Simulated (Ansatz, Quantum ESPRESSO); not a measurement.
# Screening and band shifts of Ti2CO2 MXene, 1 layer, part 4 of 6

Aim: how Ti2CO2 MXene, 1 layer screens a field along its normal, and what the field does to its bands.

Quantum ESPRESSO 7.5; plane-wave DFT, LDA, GBRV ultrasoft pseudopotentials; geometry and cross-check by Ansatz 0.2.0 with PAW datasets.

So far. Step 5 (Bands along a path: no field): Along this path the valence top lies at Γ and the conduction bottom at M. Step 6 (Ground state: field 0.1 V/Å): The dipole goes from 0.0000 to 0.0238 e Å, 0.2382 e Å per V/Å.

## (7) Electrostatic potential

File f1.pot.in:

```
&inputpp
  prefix = 'f1'
  outdir = './out'
  filplot = 'f1.pot.dat'
  plot_num = 11
/
```

Launch:

```console
$ OMP_NUM_THREADS=1 mpirun -n 4 pp.x -in f1.pot.in > f1.pot.out
```

Wall time 0.87 s (4 MPI ranks of Arm Neoverse V2, shared host); peak memory 0.1 GiB; 3.1 s of CPU time.

This step gave:

* slope of the potential above: 0.1000 eV/Å
* upper vacuum line continued to the top atoms, over the valence top: 6.106 eV
* slope of the potential below: 0.09999 eV/Å
* lower vacuum line continued to the bottom atoms, over the valence top: 6.206 eV

The slope in the vacuum is 0.100 eV/Å for an applied 0.10 V/Å, as it should be.

## (8) Ground state: field 0.2 V/Å

File f2.in:

```
&control
  prefix = 'f2'
  outdir = './out'
  pseudo_dir = './pseudo'
  calculation = 'scf'
  tprnfor = .true.
  tefield = .true.
  dipfield = .true.
/
&system
  ibrav = 0
  nat = 5
  ntyp = 3
  ecutwfc = 40
  ecutrho = 200
  occupations = 'smearing'
  smearing = 'fd'
  degauss = 0.004
  edir = 3
  emaxpos = 0.97
  eopreg = 0.04
  eamp = 0.00388938
/
&electrons
  conv_thr = 1e-09
  mixing_beta = 0.4
  electron_maxstep = 120
  mixing_mode = 'plain'
  startingpot = 'file'
/
ATOMIC_SPECIES
  O   15.9990  o_lda_v1.2.uspp.F.UPF
  Ti  47.8670  ti_lda_v1.4.uspp.F.UPF
  C   12.0110  c_lda_v1.2.uspp.F.UPF
CELL_PARAMETERS angstrom
  3.02910534492148 0.00000000000000 -0.00000000000000
  -1.51455267246074 2.62328217944123 -0.00000000000000
  -0.00000000000000 -0.00000000000000 21.64306022550000
ATOMIC_POSITIONS crystal
  O   0.333333333333 0.666666666667 0.397718944039
  Ti  0.666666666667 0.333333333333 0.439608950155
  C   -0.000000000000 -0.000000000000 0.499999988805
  Ti  0.333333333333 0.666666666667 0.560391051729
  O   0.666666666667 0.333333333333 0.602281065271
K_POINTS automatic
  12 12 1 0 0 0
```

Launch:

```console
$ cp -r out/f0.save out/f2.save
$ OMP_NUM_THREADS=1 mpirun -n 4 pw.x -nk 4 -in f2.in > f2.out
```

The program printed:

```text
[banner, memory and clock lines left out]
Program PWSCF v.7.5 starts
[...]
number of electrons       =        40.00
     number of Kohn-Sham states=           24
     kinetic-energy cutoff     =      40.0000  Ry
     charge density cutoff     =     200.0000  Ry
[...]
number of k points=    74  Fermi-Dirac smearing, width (Ry)=  0.0040
[...]
Dense  grid:    55355 G-vectors     FFT dimensions: (  25,  25, 192)
[...]
The initial density is read from file :
[...]
negative rho (up, down):  3.871E-03 0.000E+00
[...]
Starting wfcs are   32 randomized atomic wfcs
[...]
negative rho (up, down):  3.867E-03 0.000E+00
[...]
estimated scf accuracy    <       0.05529803 Ry
[...]
negative rho (up, down):  3.859E-03 0.000E+00
[...]
estimated scf accuracy    <       1.88297270 Ry
[...]
negative rho (up, down):  3.854E-03 0.000E+00
[...]
estimated scf accuracy    <       0.00545690 Ry
[...]
negative rho (up, down):  3.856E-03 0.000E+00
[...]
estimated scf accuracy    <       0.00112662 Ry
[...]
negative rho (up, down):  3.861E-03 0.000E+00
[...]
estimated scf accuracy    <       0.00007257 Ry
[...]
negative rho (up, down):  3.865E-03 0.000E+00
[...]
estimated scf accuracy    <       0.00001859 Ry
[...]
negative rho (up, down):  3.867E-03 0.000E+00
[...]
estimated scf accuracy    <       0.00000156 Ry
[...]
negative rho (up, down):  3.868E-03 0.000E+00
[...]
estimated scf accuracy    <       0.00000184 Ry
[...]
negative rho (up, down):  3.869E-03 0.000E+00
[...]
estimated scf accuracy    <       0.00000100 Ry
[...]
negative rho (up, down):  3.869E-03 0.000E+00
[...]
estimated scf accuracy    <       0.00000010 Ry
[...]
negative rho (up, down):  3.869E-03 0.000E+00
[...]
estimated scf accuracy    <       0.00000002 Ry
[...]
negative rho (up, down):  3.870E-03 0.000E+00
[...]
estimated scf accuracy    <          4.7E-09 Ry
[...]
negative rho (up, down):  3.870E-03 0.000E+00
[...]
Computed dipole along edir(3) :
        Dipole                0.0901 Ry au,          0.2290 Debye
        Dipole field          0.0010 Ry au,
        E field amplitude [Ha a.u.]:  3.8894E-03
        Potential amp.        0.2288 Ry
        Total length         39.2635 bohr
[...]
the Fermi energy is    -0.5413 ev
!    total energy              =    -315.05937800 Ry
     estimated scf accuracy    <          3.4E-10 Ry
     smearing contrib. (-TS)   =      -0.00012120 Ry
     internal energy E=F+TS    =    -315.05925679 Ry
[...]
one-electron contribution =   -2719.85675176 Ry
     hartree contribution      =    1360.51113675 Ry
     xc contribution           =     -53.60987633 Ry
     ewald contribution        =    1097.89684738 Ry
     electric field correction =      -0.00061283 Ry
     convergence has been achieved in  13 iterations
     negative rho (up, down):  3.870E-03 0.000E+00
[...]
Total force =     0.037533     Total SCF correction =     0.000105
[...]
```

Elapsed: 57 s, on 4 MPI ranks; peak memory 0.52 GiB.

Read from the output:

| Item | Value |
| --- | --- |
| free energy | -4286.6012 eV |
| energy at zero smearing | -4286.6004 eV |
| Fermi energy | -0.5413 eV |
| dipole along the normal | 0.04768 e·Å |
| valence top, on the run's zero | -0.6406 eV |
| conduction bottom, on the run's zero | -0.3676 eV |
| gap by band count | 0.2731 eV |

The dipole goes from 0.0000 to 0.0477 e Å, 0.2383 e Å per V/Å.

## (9) Potential by pp.x

File f2.pot.in:

```
&inputpp
  prefix = 'f2'
  outdir = './out'
  filplot = 'f2.pot.dat'
  plot_num = 11
/
```

Launch:

```console
$ OMP_NUM_THREADS=1 mpirun -n 4 pp.x -in f2.pot.in > f2.pot.out
```

Run time: 0.89 s. Hardware: 4 MPI ranks; peak memory 0.1 GiB; 3.2 s of CPU time.

This step gave:

| Property | Result |
| --- | --- |
| slope of the potential above | 0.2000 eV/Å |
| upper vacuum line continued to the top atoms, over the valence top | 6.057 eV |
| slope of the potential below | 0.2000 eV/Å |
| lower vacuum line continued to the bottom atoms, over the valence top | 6.257 eV |

The slope in the vacuum is 0.200 eV/Å for an applied 0.20 V/Å, as it should be.

## (10) Band structure: field 0.2 V/Å

File f2.bands.in:

```
&control
  prefix = 'f2.bands'
  outdir = './out'
  pseudo_dir = './pseudo'
  calculation = 'bands'
  tefield = .true.
  dipfield = .true.
/
&system
  ibrav = 0
  nat = 5
  ntyp = 3
  ecutwfc = 40
  ecutrho = 200
  occupations = 'smearing'
  smearing = 'fd'
  degauss = 0.004
  edir = 3
  emaxpos = 0.97
  eopreg = 0.04
  eamp = 0.00388938
  nbnd = 26
/
&electrons
  conv_thr = 1e-07
  mixing_beta = 0.4
  electron_maxstep = 120
  mixing_mode = 'local-TF'
/
ATOMIC_SPECIES
  O   15.9990  o_lda_v1.2.uspp.F.UPF
  Ti  47.8670  ti_lda_v1.4.uspp.F.UPF
  C   12.0110  c_lda_v1.2.uspp.F.UPF
CELL_PARAMETERS angstrom
  3.02910534492148 0.00000000000000 -0.00000000000000
  -1.51455267246074 2.62328217944123 -0.00000000000000
  -0.00000000000000 -0.00000000000000 21.64306022550000
ATOMIC_POSITIONS crystal
  O   0.333333333333 0.666666666667 0.397718944039
  Ti  0.666666666667 0.333333333333 0.439608950155
  C   -0.000000000000 -0.000000000000 0.499999988805
  Ti  0.333333333333 0.666666666667 0.560391051729
  O   0.666666666667 0.333333333333 0.602281065271
K_POINTS crystal_b
4
  0.0000000000 0.0000000000 0.0000000000 14
  0.5000000000 0.0000000000 0.0000000000 14
  0.3333333333 0.3333333333 0.0000000000 14
  0.0000000000 0.0000000000 0.0000000000 1
```

Launch:

```console
$ cp -r out/f2.save out/f2.bands.save
$ cp out/f2.xml out/f2.bands.xml
$ OMP_NUM_THREADS=1 mpirun -n 4 pw.x -nk 4 -in f2.bands.in > f2.bands.out
```

The program printed:

```text
[banner, memory and clock lines left out]
Program PWSCF v.7.5 starts
[citation notice left out]

[...]
bravais-lattice index     =            0
     lattice parameter (alat)  =       5.7242  a.u.
     unit-cell volume          =    1160.5789 (a.u.)^3
     number of atoms/cell      =            5
     number of atomic types    =            3
     number of electrons       =        40.00
     number of Kohn-Sham states=           26
     kinetic-energy cutoff     =      40.0000  Ry
     charge density cutoff     =     200.0000  Ry
     Exchange-correlation= SLA  PZ   NOGX NOGC
                           (   1   1   0   0   0   0   0)

[...]
PseudoPot. # 1 for O  read from file:
     ./pseudo/o_lda_v1.2.uspp.F.UPF
     Pseudo is Ultrasoft + core correction, Zval =  6.0
     Generated by new atomic code, or converted to UPF format
     Using radial grid of  737 points,  5 beta functions with:
                l(1) =   0
                l(2) =   0
                l(3) =   1
                l(4) =   1
                l(5) =   2
     Q(r) pseudized with  8 coefficients,  rinner =    0.900   0.900   0.900
                                                       0.900   0.900

     PseudoPot. # 2 for Ti read from file:
     ./pseudo/ti_lda_v1.4.uspp.F.UPF
     Pseudo is Ultrasoft + core correction, Zval = 12.0
     Generated by new atomic code, or converted to UPF format
     Using radial grid of  851 points,  6 beta functions with:
                l(1) =   0
                l(2) =   0
                l(3) =   1
                l(4) =   1
                l(5) =   2
                l(6) =   2
     Q(r) pseudized with  6 coefficients,  rinner =    1.000   1.000   1.000
                                                       1.000   1.000

     PseudoPot. # 3 for C  read from file:
     ./pseudo/c_lda_v1.2.uspp.F.UPF
     Pseudo is Ultrasoft + core correction, Zval =  4.0
     Generated by new atomic code, or converted to UPF format
     Using radial grid of  721 points,  4 beta functions with:
                l(1) =   0
                l(2) =   0
                l(3) =   1
                l(4) =   1
     Q(r) pseudized with  8 coefficients,  rinner =    1.100   1.100   1.100

     atomic species   valence    mass     pseudopotential
     O                 6.00    15.99900     O ( 1.00)
     Ti               12.00    47.86700     Ti( 1.00)
     C                 4.00    12.01100     C ( 1.00)

     No symmetry found

[...]
number of k points=    43  Fermi-Dirac smearing, width (Ry)=  0.0040
[...]
Dense  grid:    55355 G-vectors     FFT dimensions: (  25,  25, 192)

     Smooth grid:    39801 G-vectors     FFT dimensions: (  24,  24, 180)

     Check: negative core charge=   -0.000003

     The potential is recalculated from file :
     ./out/f2.bands.save/charge-density

     negative rho (up, down):  3.870E-03 0.000E+00

     Adding external electric field

     Computed dipole along edir(3) :
        Dipole                0.0901 Ry au,          0.2290 Debye
        Dipole field          0.0010 Ry au,

        E field amplitude [Ha a.u.]:  3.8894E-03
        Potential amp.        0.2288 Ry
        Total length         39.2635 bohr

     Starting wfcs are   32 randomized atomic wfcs

     Band Structure Calculation
     Davidson diagonalization with overlap

     ethr =  2.50E-10,  avg # of iterations = 28.5

     End of band structure calculation

          k = 0.0000 0.0000 0.0000 (  4919 PWs)   bands (ev):

   -57.7419 -57.7079 -34.4114 -34.2118 -34.1049 -34.1049 -34.0788 -34.0788
   -19.1964 -19.0898 -11.4974  -6.5356  -5.6948  -5.6948  -5.3421  -5.3421
    -5.1520  -1.7654  -0.6407  -0.6407  -0.0651  -0.0651   0.7485   0.7485
     0.8487   2.1939

          k = 0.0357 0.0206 0.0000 (  4934 PWs)   bands (ev):

   -57.7411 -57.7072 -34.4096 -34.2126 -34.1103 -34.1064 -34.0850 -34.0799
   -19.1881 -19.0829 -11.4915  -6.5203  -5.7196  -5.6842  -5.3736  -5.3354
    -5.1124  -1.7372  -0.8450  -0.7812   0.0447   0.0765   0.6698   0.7517
     0.9649   2.1818

[...]
```

The job ended after 15 s (4 MPI ranks; peak memory 0.31 GiB).

Numbers from this step:

```
valence top, on the run's zero : -0.6407 eV
```

Band numbers count within the set of bands kept for display. The electronic bands at the labelled points (eV, zero at the highest filled level of the SCF mesh; v1 is the highest filled band, c1 the lowest empty one):

| point | v4 | v3 | v2 | v1 | c1 | c2 | c3 | c4 |
| --- | --- | --- | --- | --- | --- | --- | --- | --- |
| Γ | -4.51 | -1.12 | 0.00 | 0.00 | 0.58 | 0.58 | 1.39 | 1.39 |
| M | -4.07 | -3.52 | -1.86 | -1.53 | 0.27 | 1.51 | 2.11 | 2.13 |
| K | -4.10 | -3.12 | -2.83 | -2.80 | 1.09 | 1.48 | 1.51 | 2.32 |
| Γ | -4.51 | -1.12 | 0.00 | 0.00 | 0.58 | 0.58 | 1.39 | 1.39 |

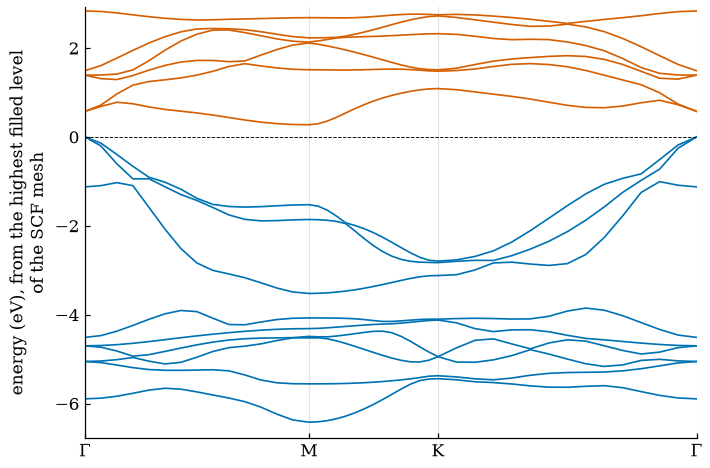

Electronic bands along the path; lines of filled and empty bands in two colours.

Upper empty bands that drop with the field can be states of the vacuum, held by the sawtooth; they depend on the cell's width.

Along this path the valence top lies at Γ and the conduction bottom at M.

## (11) Ground state: field 0.3 V/Å

f3.in is the input of step 8 with these lines changed:

```diff
@@ -1,3 +1,3 @@
 &control
-  prefix = 'f2'
+  prefix = 'f3'
   outdir = './out'
@@ -21,3 +21,3 @@
   eopreg = 0.04
-  eamp = 0.00388938
+  eamp = 0.00583407
 /
```

Launch:

```console
$ cp -r out/f0.save out/f3.save
$ OMP_NUM_THREADS=1 mpirun -n 4 pw.x -nk 4 -in f3.in > f3.out
```

The program printed:

```text
[banner, memory and clock lines left out]
Program PWSCF v.7.5 starts
[...]
number of electrons       =        40.00
     number of Kohn-Sham states=           24
     kinetic-energy cutoff     =      40.0000  Ry
     charge density cutoff     =     200.0000  Ry
[...]
number of k points=    74  Fermi-Dirac smearing, width (Ry)=  0.0040
[...]
Dense  grid:    55355 G-vectors     FFT dimensions: (  25,  25, 192)
[...]
The initial density is read from file :
[...]
negative rho (up, down):  3.871E-03 0.000E+00
[...]
Starting wfcs are   32 randomized atomic wfcs
[...]
negative rho (up, down):  3.863E-03 0.000E+00
[...]
estimated scf accuracy    <       0.12644313 Ry
[...]
negative rho (up, down):  3.854E-03 0.000E+00
[...]
estimated scf accuracy    <       7.14110513 Ry
[...]
negative rho (up, down):  3.831E-03 0.000E+00
[...]
estimated scf accuracy    <       0.02194966 Ry
[...]
negative rho (up, down):  3.834E-03 0.000E+00
[...]
estimated scf accuracy    <       0.00793039 Ry
[...]
negative rho (up, down):  3.843E-03 0.000E+00
[...]
estimated scf accuracy    <       0.00183378 Ry
[...]
negative rho (up, down):  3.851E-03 0.000E+00
[...]
estimated scf accuracy    <       0.00051079 Ry
[...]
negative rho (up, down):  3.857E-03 0.000E+00
[...]
estimated scf accuracy    <       0.00029671 Ry
[...]
negative rho (up, down):  3.861E-03 0.000E+00
[...]
estimated scf accuracy    <       0.00018925 Ry
[...]
negative rho (up, down):  3.863E-03 0.000E+00
[...]
estimated scf accuracy    <       0.00017540 Ry
[...]
negative rho (up, down):  3.864E-03 0.000E+00
[...]
estimated scf accuracy    <       0.00005382 Ry
[...]
negative rho (up, down):  3.866E-03 0.000E+00
[...]
estimated scf accuracy    <       0.00001105 Ry
[...]
negative rho (up, down):  3.866E-03 0.000E+00
[...]
estimated scf accuracy    <       0.00000266 Ry
[...]
negative rho (up, down):  3.867E-03 0.000E+00
[...]
estimated scf accuracy    <       0.00000277 Ry
[...]
negative rho (up, down):  3.867E-03 0.000E+00
[...]
estimated scf accuracy    <       0.00000065 Ry
[...]
negative rho (up, down):  3.868E-03 0.000E+00
[...]
estimated scf accuracy    <       0.00000019 Ry
[...]
negative rho (up, down):  3.868E-03 0.000E+00
[...]
estimated scf accuracy    <       0.00000004 Ry
[...]
negative rho (up, down):  3.868E-03 0.000E+00
[...]
estimated scf accuracy    <       0.00000002 Ry
[...]
negative rho (up, down):  3.868E-03 0.000E+00
[...]
estimated scf accuracy    <          5.8E-09 Ry
[...]
negative rho (up, down):  3.868E-03 0.000E+00
[...]
Computed dipole along edir(3) :
        Dipole                0.1352 Ry au,          0.3437 Debye
        Dipole field          0.0015 Ry au,
        E field amplitude [Ha a.u.]:  5.8341E-03
        Potential amp.        0.3432 Ry
        Total length         39.2635 bohr
[...]
the Fermi energy is    -0.5264 ev
!    total energy              =    -315.05981622 Ry
     estimated scf accuracy    <          2.3E-10 Ry
     smearing contrib. (-TS)   =      -0.00012133 Ry
     internal energy E=F+TS    =    -315.05969489 Ry
[...]
one-electron contribution =   -2719.85331639 Ry
     hartree contribution      =    1360.50794269 Ry
     xc contribution           =     -53.60978893 Ry
     ewald contribution        =    1097.89684738 Ry
     electric field correction =      -0.00137965 Ry
     convergence has been achieved in  19 iterations
     negative rho (up, down):  3.868E-03 0.000E+00
[...]
Total force =     0.038129     Total SCF correction =     0.000036
[...]
```

Wall time 75 s (4 MPI ranks); peak memory 0.52 GiB.

Read from the output:

- free energy: -4286.6072 eV
- energy at zero smearing: -4286.6063 eV
- Fermi energy: -0.5264 eV
- dipole along the normal: 0.07156 e·Å
- valence top, on the run's zero: -0.6256 eV
- conduction bottom, on the run's zero: -0.3527 eV
- gap by band count: 0.2729 eV

The dipole goes from 0.0000 to 0.0716 e Å, 0.2385 e Å per V/Å.

## (12) Potential by pp.x

File f3.pot.in:

```
&inputpp
  prefix = 'f3'
  outdir = './out'
  filplot = 'f3.pot.dat'
  plot_num = 11
/
```

Launch:

```console
$ OMP_NUM_THREADS=1 mpirun -n 4 pp.x -in f3.pot.in > f3.pot.out
```

It took 0.88 s on 4 MPI ranks; peak memory 0.1 GiB; 3.2 s of CPU time.

Numbers from this step:

| Property | Result |
| --- | --- |
| slope of the potential above | 0.3000 eV/Å |
| upper vacuum line continued to the top atoms, over the valence top | 6.008 eV |
| slope of the potential below | 0.3000 eV/Å |
| lower vacuum line continued to the bottom atoms, over the valence top | 6.309 eV |

The slope in the vacuum is 0.300 eV/Å for an applied 0.30 V/Å, as it should be.

Each curve counts from the valence top of its own run.

The potential energy (potential at 0 V/Å) oscillates, so the rows of the table below give means over windows of 2.5 Å about each position, cut where the curve ends. Its maxima inside the range that stand out by 2 % of the span (Å: eV): 10.4: -5.48, 11.3: -5.48. Its minima: 9.5: -18.5, 10.8: -8.79, 12.2: -18.5.

The runs together. Potential energy against z; means over each step:

```csv
z (Å),potential at 0 V/Å (eV),potential at 0.1 V/Å (eV),potential at 0.2 V/Å (eV),potential at 0.3 V/Å (eV)
0.0,6.16,5.44,4.73,4.02
2.5,6.16,5.60,5.04,4.48
5.0,6.16,5.84,5.53,5.23
7.5,2.55,2.47,2.39,2.31
10.0,-11.1,-11.1,-11.1,-11.1
12.5,-9.84,-9.82,-9.81,-9.80
15.0,5.93,6.08,6.23,6.38
17.5,6.16,6.55,6.95,7.35
20.0,6.16,6.78,7.40,8.02
```

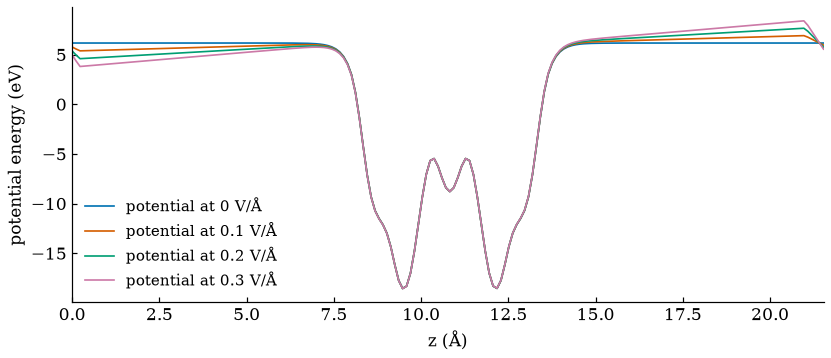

Potential energy, plotted against z.

(Continued in part 5 of 6.)

[Logs are printed without paths, hosts, clocks, repeated set-up lines and the standing remarks that a program may print on its own settings, such as how far it seeks lower states.]

[Hosts, paths, dates, database ids (printed as entryN), source tags and the programs' standing remarks are cut or masked in the printed files.]

[Maps of the electrostatic potential energy from Ansatz leave out the sawtooth potential of an applied field or a dipole correction, so their vacuum need not be flat; planar profiles and work functions include it.]
